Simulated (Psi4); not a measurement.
# One shape, several levels: CH4FSi (SMILES C[SiH]F)

Aim: a comparison of 4 runs (UPBE0/aug-cc-pVDZ, UMP3/def2-SVP, UCCSD(T)/def2-SVP) of CH4FSi. 

Program for the calculation: Psi4 1.11.

## (1) The molecule

CH4FSi: 7 atoms, total charge 0, spin state doublet. As SMILES, `C[SiH]F`. Geometry: relaxed at PBE0-D4/def2-TZVP.

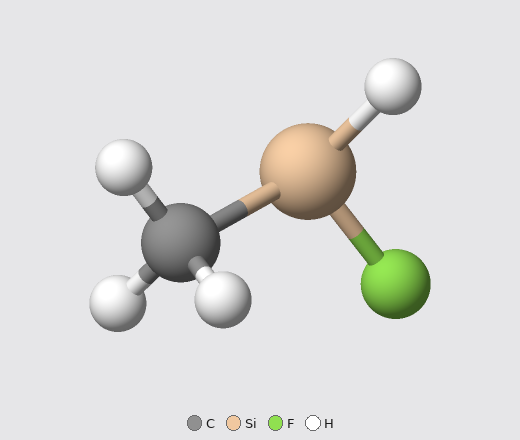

Viewed from a chosen angle; carbon grey, silicon light orange, fluorine green, hydrogen white.

## (2) The energy at UPBE0/aug-cc-pVDZ (run 1)

The input, calc.py:

```python
import psi4

psi4.set_memory(1600000000)
psi4.set_num_threads(1)
psi4.core.set_output_file('run.log', False)

geom = psi4.geometry("""
0 2
C     -0.653500     0.389500    -0.298000
Si     0.917400    -0.594100    -0.104100
F      0.640700    -1.812800     0.909600
H     -1.444900    -0.207800    -0.754100
H     -0.470200     1.260900    -0.931700
H     -1.000700     0.738300     0.679600
H      2.011300     0.226000     0.498700
symmetry c1
no_reorient
no_com
""")

psi4.set_options({
    'basis': 'aug-cc-pVDZ',
    'reference': 'uks',
    'puream': True,
    'e_convergence': 1e-09,
    'd_convergence': 1e-08,
    'scf_type': 'pk',
    'dft_radial_points': 99,
    'dft_spherical_points': 590,
    'maxiter': 200,
})

e_tot = psi4.energy('pbe0', molecule=geom)
print('E =', round(e_tot, 9))
```

Command:

```sh
$ python calc.py
```

run.log:

```text
[...]
  Running in c1 symmetry.
[...]
  Nuclear repulsion =  106.882451970993884
[...]
  Multiplicity = 2
[...]
  Nalpha       = 17
  Nbeta        = 16
[...]
    Number of basis functions: 109
[...]
   @UKS iter   1:  -429.31389049914117   -3.12957e-01   7.07640e-03 DIIS/ADIIS
[...]
   @UKS iter  12:  -429.60343112646359   -6.70752e-12   4.89935e-09 DIIS
[...]
   @S^2 Observed:                7.516092417E-01
[...]
  @UKS Final Energy:  -429.60343112646359
   => Energetics <=
    Nuclear Repulsion Energy =            106.8824519709938841
    One-Electron Energy =                -806.4859610724304275
    Two-Electron Energy =                 298.7933736452638414
    DFT Exchange-Correlation Energy =     -28.7932956702908776
    Empirical Dispersion Energy =           0.0000000000000000
    VV10 Nonlocal Energy =                  0.0000000000000000
    Total Energy =                       -429.6034311264635903
[...]
 Multipole Moments:
 ------------------------------------------------------------------------------------
     Multipole            Electronic (a.u.)      Nuclear  (a.u.)        Total (a.u.)
 ------------------------------------------------------------------------------------
 L = 1.  Multiply by 2.5417464519 to convert [e a0] to [Debye]
 Dipole X            :        -26.2985613           26.0487408           -0.2498205
 Dipole Y            :         38.9120377          -38.3202443            0.5917934
 Dipole Z            :         -8.6852941            8.3781008           -0.3071934
 Magnitude           :                                                    0.7120376
[...]
```

On the terminal:

```text
E = -429.603431126
```

Wall time 40 s (1 thread of AMD EPYC 7B13 (Zen 3), shared host); peak memory 0.65 GiB.

## (3) A single-point energy at UMP3/def2-SVP (sfX2C, density fitting for correlation) (run 2)

The input, calc.dat:

```
memory 1.6 GB

molecule {
  0 2
  C     -0.653500     0.389500    -0.298000
  Si     0.917400    -0.594100    -0.104100
  F      0.640700    -1.812800     0.909600
  H     -1.444900    -0.207800    -0.754100
  H     -0.470200     1.260900    -0.931700
  H     -1.000700     0.738300     0.679600
  H      2.011300     0.226000     0.498700
  units angstrom
  symmetry c1
}

set {
  reference uhf
  scf_type direct
  freeze_core true
  mp_type df
  e_convergence 1e-10
  orbital_optimizer_package ooo
  relativistic x2c
}

result, w = energy("mp3/def2-SVP", return_wfn=True)
```

Command:

```sh
$ psi4 calc.dat calc.out -n 1
```

calc.out:

```text
[...]
  Running in c1 symmetry.
[...]
  Nuclear repulsion =  106.882451970993884
[...]
  Multiplicity = 2
[...]
  Nalpha       = 17
  Nbeta        = 16
[...]
    Number of basis functions: 66
[...]
   @DF-UHF iter   1:  -428.93856789295126   -4.28939e+02   6.05787e-03 ADIIS+DIIS
[...]
   @UHF iter  21:  -429.02756094062045    0.00000e+00   7.12984e-09 Converged
[...]
   @S^2 Observed:                7.523607673E-01
[...]
  @UHF Final Energy:  -429.02756094061772
   => Energetics <=
    Nuclear Repulsion Energy =            106.8824519709938841
    One-Electron Energy =                -806.9224635430341550
    Two-Electron Energy =                 271.0124506314225528
    Total Energy =                       -429.0275609406177182
  UHF NO Occupations:
  HONO-2 :   15  A 1.9999107
  HONO-1 :   16  A 1.9990650
[...]
 Multipole Moments:
 ------------------------------------------------------------------------------------
     Multipole            Electronic (a.u.)      Nuclear  (a.u.)        Total (a.u.)
 ------------------------------------------------------------------------------------
 L = 1.  Multiply by 2.5417464519 to convert [e a0] to [Debye]
 Dipole X            :          2.5777132           -2.7379416           -0.1602284
 Dipole Y            :         -4.9999276            5.5794419            0.5795143
 Dipole Z            :          1.3151198           -1.7976210           -0.4825012
 Magnitude           :                                                    0.7709198
[...]
	DF-SCS-MP2 Total Energy (a.u.)     :  -429.43598975512606
	DF-SOS-MP2 Total Energy (a.u.)     :  -429.43429899501018
	DF-SCS(N)-MP2 Total Energy (a.u.)  :  -429.20168637919835
[...]
	DF-MP2 Total Energy (a.u.)         :  -429.43937127535787
[...]
	DF-MP3 Total Energy (a.u.)         :  -429.46287957053164
[...]
```

It took 5.1 s on 1 thread of AMD EPYC 7B13 (Zen 3), shared host; peak memory 0.18 GiB.

Run 3 isn't shown in full; the table further down has it.

## (4) A single-point energy at UCCSD(T)/def2-SVP (run 4)

The input, ch4fsi.xyz:

```xyz
7
CH4FSi
C     -0.653500     0.389500    -0.298000
Si     0.917400    -0.594100    -0.104100
F      0.640700    -1.812800     0.909600
H     -1.444900    -0.207800    -0.754100
H     -0.470200     1.260900    -0.931700
H     -1.000700     0.738300     0.679600
H      2.011300     0.226000     0.498700
```

The input, run.py:

```python
import numpy as np
from ase.calculators.psi4 import Psi4
from ase.io import read

a = read('ch4fsi.xyz')
calc = Psi4(atoms=a, method='ccsd(t)', basis='def2-SVP', memory='1600MB', num_threads=1, charge=0, multiplicity=2, label='calc', reference='uhf')
calc.psi4.set_options({'puream': True, 'e_convergence': 1e-09, 'd_convergence': 1e-08, 'scf_type': 'pk', 'num_frozen_docc': 7, 'maxiter': 200})
a.calc = calc

print(f'energy: {a.get_potential_energy():.6f} eV')
```

Command:

```sh
$ python run.py
```

calc.dat:

```text
[...]
  Running in c1 symmetry.
[...]
  Nuclear repulsion =  106.882451970993884
[...]
  Multiplicity = 2
[...]
  Nalpha       = 17
  Nbeta        = 16
[...]
    Number of basis functions: 66
[...]
   @UHF iter   1:  -428.29994397246435   -7.09118e-01   6.02390e-03 ADIIS/DIIS
[...]
   @UHF iter  13:  -428.38808676602486   -6.08225e-12   7.97673e-09 DIIS
[...]
   @S^2 Observed:                7.523338345E-01
[...]
  @UHF Final Energy:  -428.38808676602486
   => Energetics <=
    Nuclear Repulsion Energy =            106.8824519709938841
    One-Electron Energy =                -806.1829022080789855
    Two-Electron Energy =                 270.9123634710602460
    Total Energy =                       -428.3880867660248555
  UHF NO Occupations:
  HONO-2 :   15  A 1.9999133
  HONO-1 :   16  A 1.9990732
[...]
 Multipole Moments:
 ------------------------------------------------------------------------------------
     Multipole            Electronic (a.u.)      Nuclear  (a.u.)        Total (a.u.)
 ------------------------------------------------------------------------------------
 L = 1.  Multiply by 2.5417464519 to convert [e a0] to [Debye]
 Dipole X            :          2.5779184           -2.7379416           -0.1600233
 Dipole Y            :         -4.9997598            5.5794419            0.5796821
 Dipole Z            :          1.3146753           -1.7976210           -0.4829457
 Magnitude           :                                                    0.7712816
[...]
      * MP2 total energy                      = -428.799804434564351
[...]
      * CCSD total energy                     = -428.831406780164230
[...]
      * CCSD(T) total energy                     = -428.840543063224629
```

The script printed:

```text
energy: -11669.345560 eV
```

It took 27 s on 1 thread of AMD EPYC 7B13 (Zen 3), shared host; peak memory 0.32 GiB.

## (5) The series

```
run                                                                    level  integrals  frozen core orbitals  energy (Eh)  HOMO energy (eV)  LUMO energy (eV)   ⟨S²⟩  wall time
  1                                                        UPBE0/aug-cc-pVDZ         pk                     0  -429.603431             -6.13             -2.23  0.752       40 s
  2                   UMP3/def2-SVP (sfX2C, density fitting for correlation)     direct                     7  -429.462880             -9.16              1.71  0.752      5.1 s
  3  UMP3/def2-SVP (sfX2C, density fitting, density fitting for correlation)    disk_df                     7  -429.462756             -9.16              1.71  0.752      3.3 s
  4                                                        UCCSD(T)/def2-SVP         pk                     7  -428.840543             -9.16              1.71  0.752       27 s
```

## (6) Summary of results

| quantity | value |
| --- | --- |
| run 4: total energy | -428.84054 Eh |
| run 4: HOMO energy (Hartree–Fock orbitals) (highest over α and β) | -9.16 eV |
| run 4: LUMO energy (Hartree–Fock orbitals) (lowest over α and β) | 1.71 eV |
| run 4: correlation energy (7 core orbitals frozen) | -452.5 mEh |
| run 4: (T) correction | -9.14 mEh |
| run 4: ⟨S²⟩ of the reference determinant | 0.752 |
| run 4: T1 diagnostic | 0.017 |

In words: Some runs of one species differ in core potentials or relativity; totals across that change don't compare. All runs together took 76 s, the longest 40 s.
